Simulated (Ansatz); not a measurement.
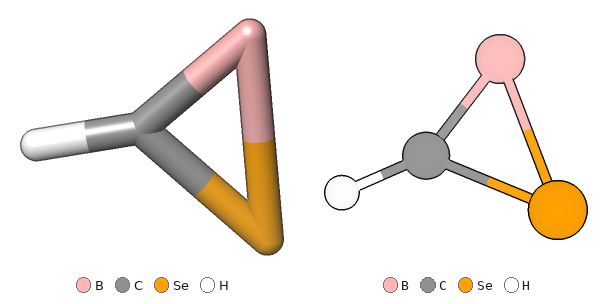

Two views of one molecule.

The computed structure is the end point of a PBE0-D4/def2-TZVP optimisation. No frequency run is at hand to confirm it as a minimum.

Give the formula.

CHBSe, 4 atoms: 1 carbon, 1 hydrogen, 1 boron and 1 selenium.

Count the bonded pairs by element.

1 C–B, 1 B–Se, 1 C–Se, 1 C–H. Sticks follow a distance rule.

How many sets of symmetry-equivalent atoms are there?

4: 1 B, 1 C, 1 Se, 1 H.

The parts below concern this one geometry. Atoms keep their numbers from picture to picture.

## Dipole moment

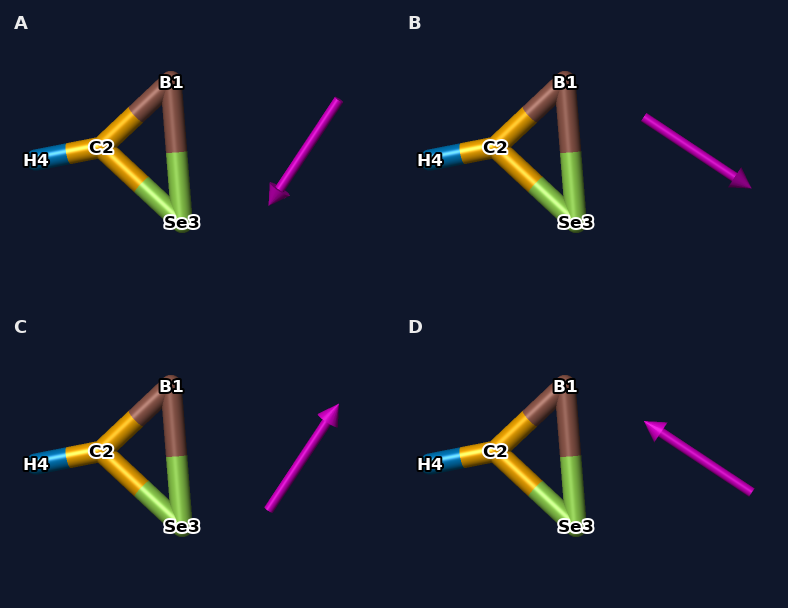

The same molecule four times, each with an arrow. No frequency run is at hand to confirm it as a minimum. Level of theory: RKS PBE0-D4/def2-TZVP (Ansatz 0.2.0).

Which arrow points along the dipole moment, from the negative to the positive end?

A. The dipole moment is 3.87 D; it points from the side of B1 to the side of H4 (the outermost atoms at the two ends).

## Electronic properties

No frequency run is at hand to confirm it as a minimum. Level of theory: RKS PBE0-D4/def2-TZVPP (Ansatz 0.2.0).

What is the HOMO energy (Kohn–Sham orbital)?

−5.84 eV.

Estimate the HOMO–LUMO gap.

1.69 eV.

## Charges

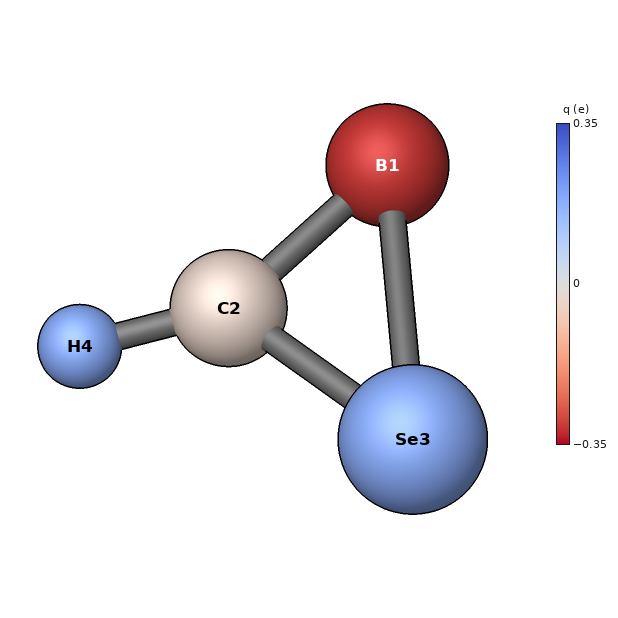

Atoms are coloured by their Mulliken charges. No frequency run is at hand to confirm it as a minimum. Method: RKS PBE0-D4/def2-TZVP (Ansatz 0.2.0).

List the Mulliken charges.

```json
{"atom": "B1", "value (e)": "−0.31"}
{"atom": "C2", "value (e)": "−0.04"}
{"atom": "Se3", "value (e)": "0.17"}
{"atom": "H4", "value (e)": "0.17"}
```

Mulliken values depend strongly on the basis set and can even reverse the polarity of a bond.
